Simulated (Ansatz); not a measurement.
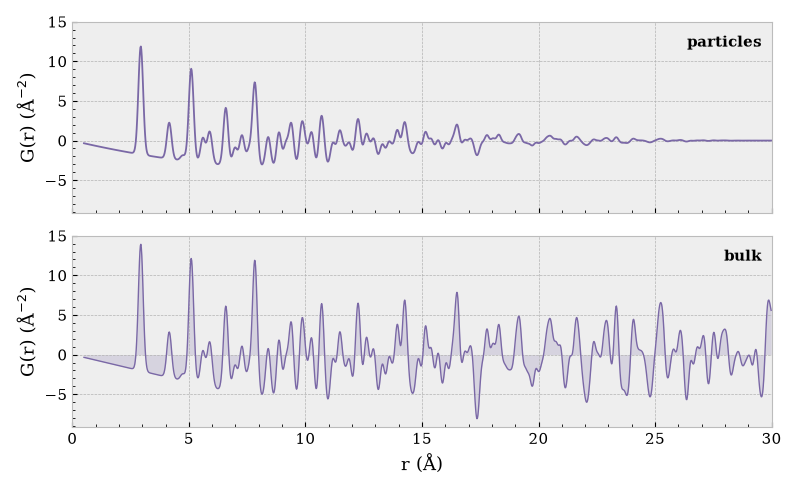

Computed X-ray G(r), with each pair weighted by the product of the atomic numbers (X-ray weights at Q = 0) and a uniform peak width σ = 0.10 Å, for spherical particles of Ti with the bulk structure: the bulk G(r) is multiplied by the envelope of a sphere of diameter D, 1 − 3r/2D + r³/2D³, with no surface relaxation. The number density is 0.0555 atoms per Å³. It is based on the end point of a relaxation with DFT, RPBE, plane waves (420 eV) with PAW, scalar-relativistic in Ansatz 0.2.0; the starting structure was generated, so it need not be a known form of this composition.

Question: Estimate the particle diameter.

Answer: About 30 Å (3.0 nm): the signal is half of the bulk amplitude at r ≈ 10.4 Å and vanishes at r = D, fading from view somewhat earlier.

Question: Roughly how many atoms does one particle hold?

Answer: About 780 (number density 0.0555 Å⁻³ times πD³/6).
